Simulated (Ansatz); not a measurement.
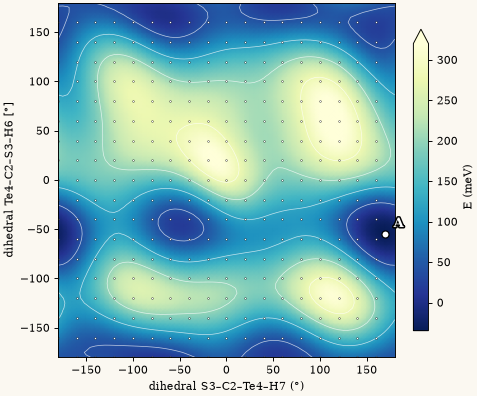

CH3FSTe, SMILES FC(S)[TeH]. The first coordinate is: dihedral S3–C2–Te4–H7; the second: dihedral Te4–C2–S3–H6. Nothing is relaxed (all other coordinates rigid). Grid: 18 × 18 points. All energies are given in meV relative to the relaxed molecule at the same level. Level of theory: RKS B3LYP-D4/def2-SVP in Ansatz.

The picture shows a smooth colour map with a few white contour lines, dots at the grid points, one colour for all values above the top of the scale, the point A. Between grid points the surface is interpolated.

Find the lowest pass out of the well at A.

Answer. The easiest path leads from the well at about dihedral S3–C2–Te4–H7 = 170°, dihedral Te4–C2–S3–H6 = −55° to the well at about dihedral S3–C2–Te4–H7 = −50°, dihedral Te4–C2–S3–H6 = −45°, about 52 meV higher. Its highest point lies about 142 meV above the bottom of the first well on the interpolated surface, at about dihedral S3–C2–Te4–H7 = 75°, dihedral Te4–C2–S3–H6 = −45°. Seen from the upper well the barrier is about 90 meV. This is the barrier on the constrained surface; relaxing the other coordinates would change it.

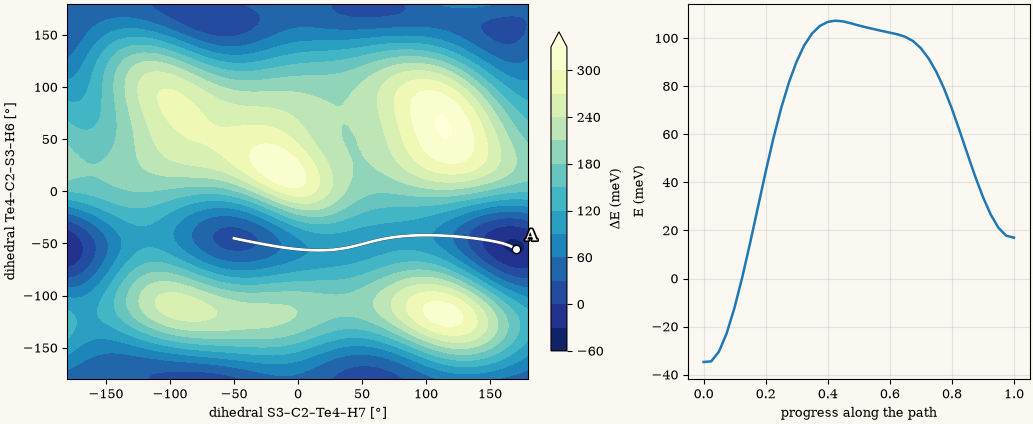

In the figure: filled contours, a line along the lowest path, one colour for all values above the top of the scale, the energy along the path at the right. Between grid points the surface is interpolated.
